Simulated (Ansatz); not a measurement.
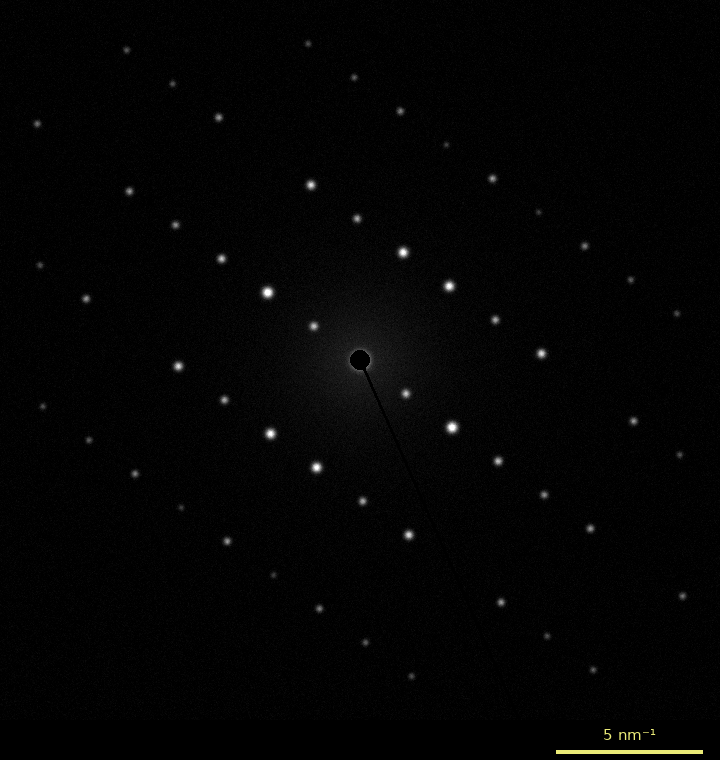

Simulated selected-area electron diffraction pattern (300 kV, kinematic approximation, thin crystal, B = 0.3 Å² for all atoms).

### Read the repeat vectors of the pattern off the scale bar.

The spots form a centred rectangular net whose two shortest vectors correspond to d = 5.08 Å and 2.50 Å, 75.7° apart.

### What is the point symmetry of the pattern, intensities included?

2mm. A zero-layer kinematic pattern is always centrosymmetric (Friedel's law).

### Which crystal and zone produced it?

This cannot be fixed from one zone alone; the pattern is [101] of P, space group Cmce (No. 64), a = 3.31 Å, b = 10.16 Å, c = 4.14 Å. The net vectors are 0 2 0 and 1 1 -1. Structure: the input geometry of an electronic-structure calculation (not necessarily at equilibrium).
